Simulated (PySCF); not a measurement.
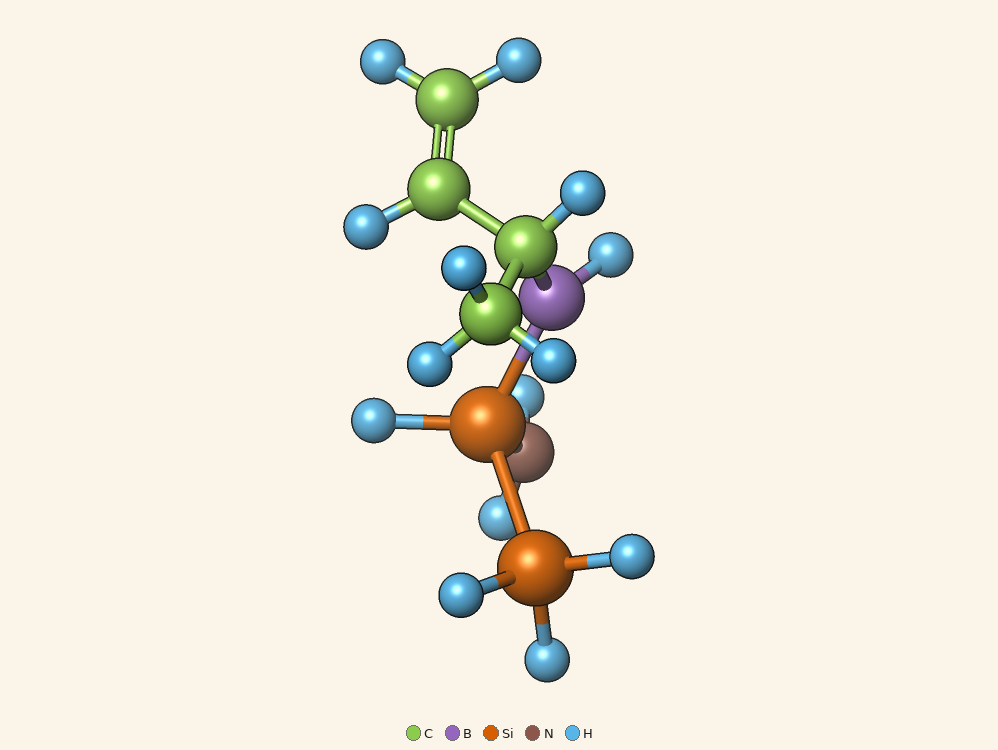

Computed geometry: GFN2-xTB optimisation. No frequency run is at hand to confirm it as a minimum. Level of theory: PBE0/pcSseg-1, gas phase (PySCF 2.14.0).

Computed properties:

The species is C₄H₁₄BNSi₂ (`C=C[C@@H](C)B[Si@@H](N)[SiH3]`).
- dipole moment: 2.09 D
- HOMO energy (Kohn–Sham orbital): −6.86 eV
- LUMO energy (Kohn–Sham orbital): −1.90 eV
- HOMO–LUMO gap: 4.96 eV

The geometry is semi-empirical. Around B, Si such bond lengths and angles can be off by a tenth of an ångström or more and by several degrees, and values that hang on the shape move with them.
